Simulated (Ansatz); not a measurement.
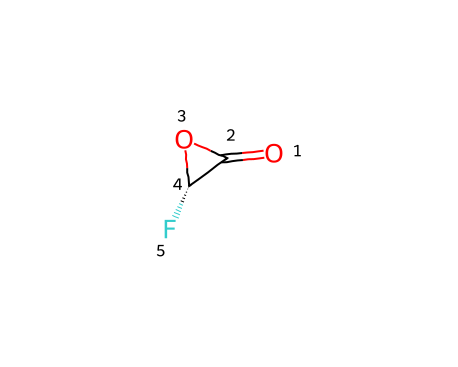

A structural formula, with wedges where it has stereocentres; small numbers name the atoms. The configuration is that of a computed structure (PBE-D4/def2-SVP).

Question: What are the Cahn–Ingold–Prelog descriptors?

Answer: C4: S.

Question: Give a SMILES with the stereochemistry.

Answer: O=C1O[C@H]1F
